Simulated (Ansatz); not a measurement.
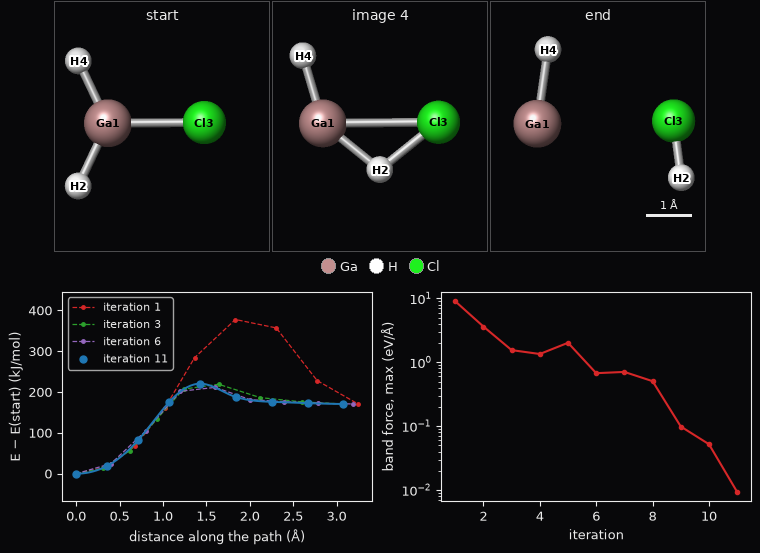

A nudged-elastic-band calculation for GaH$_{2}$Cl. Images are numbered from 0 (start) to 8 (end). The plot follows the band through its iterations. The picture is a ball-and-stick view, seen face on.

The calculation used Ansatz, RKS B3LYP/def2-SVP. Run with 7 movable images; climbing image; force threshold 0.03 eV/Å; iteration limit 60; starting path through a guess of the saddle point.

How did the profile develop, and is the result final?

Answer. The result is final at these settings. The band converged in 11 iterations. The largest component of the band force went from 9 to 0.0093 eV/Å. The climbing image converged on the top of the path. Its vibrational analysis gives one imaginary mode (920i cm⁻¹), as a transition state must have. The first iteration put the highest image at 377.9 kJ/mol. The energy climbs by 220.7 kJ/mol to image 4 and then falls by 49.8 kJ/mol, so the end point sits at +170.9 kJ/mol.

Cost: 120 s on 1 thread of Arm Neoverse V1 (shared host), peak memory 0.12 GiB.
